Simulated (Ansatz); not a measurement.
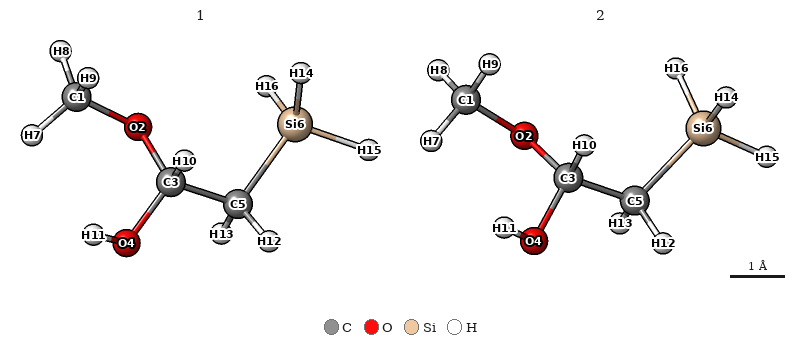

Two geometries of C3H10O2Si, drawn at one scale. One is the start of a relaxation, the other its converged end. Style: ball-and-stick. Shown at a tilt.

Computed with RKS B3LYP-D4/6-31G* (Ansatz). (no spin polarisation; force threshold 0.02 eV/Å; at most 50 steps)

**Which one is relaxed?**

Structure 1 is the relaxed one. The run prepares an end point of a later path (hydrogen shift) calculation, from a guessed geometry. After 10 accepted moves (11 points after the start) the energy has fallen by 8.48 kcal/mol. Largest force component: 2.5 eV/Å at the start, 0.011 eV/Å at the end. The line search rejected the trial step at point 8 of the run. The atom that moves furthest after the best rigid fit is H14 (0.71 Å). Largest moves by element: H 0.71 Å, O 0.35 Å, Si 0.22 Å, C 0.21 Å. Some distances before and after: C1–O2 1.476 → 1.413 Å, C5–H13 1.148 → 1.097 Å, O4–H11 0.919 → 0.969 Å, C3–H10 1.146 → 1.106 Å. Bond angles that change, for instance: H7–C1–H9 115.4° → 109.1°, Si6–C5–H12 105.6° → 110.5°, O2–C1–H7 107.8° → 111.7°. Groups turn about C3–C5 by about 25°. The run took 42 s on 2 threads of Arm Neoverse V2, with other jobs on the host, peak memory 0.28 GiB.
